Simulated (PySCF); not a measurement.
SMILES Cc1ccccc1-c1ccccn1 (C12H11N) at its GFN2-xTB optimised geometry (Å):

```
24

C     -0.7423     2.0067     0.0188
C     -1.4081     0.6683     0.0059
C     -2.7990     0.6473     0.0019
C     -3.5209    -0.5296    -0.0086
C     -2.8401    -1.7334    -0.0152
C     -1.4606    -1.7359    -0.0120
C     -0.7095    -0.5556    -0.0019
C      0.7644    -0.6323    -0.0006
C      1.4601    -1.8508     0.0000
C      2.8417    -1.8508     0.0000
C      3.5228    -0.6435     0.0000
C      2.7581     0.5107    -0.0002
N      1.4415     0.5157    -0.0007
H     -0.1025     2.1074     0.8919
H     -0.1071     2.1263    -0.8552
H     -1.4895     2.7980     0.0293
H     -3.3307     1.5886     0.0072
H     -4.6007    -0.5078    -0.0116
H     -3.3798    -2.6689    -0.0229
H     -0.9666    -2.6938    -0.0185
H      0.9471    -2.7980     0.0008
H      3.3827    -2.7868     0.0001
H      4.6007    -0.6019     0.0003
H      3.2207     1.4904     0.0001
```

Computed with CAM-B3LYP/def2-SVP run with PySCF. Cells within 0.4 Å of a nucleus heavier than hydrogen are left out (blank, or x).

Map of the electron localisation function on the plane z = 0.0 Å:

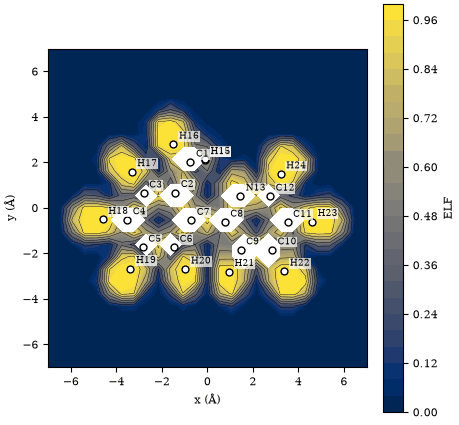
Electron localisation function on the plane z = 0.0 Å.
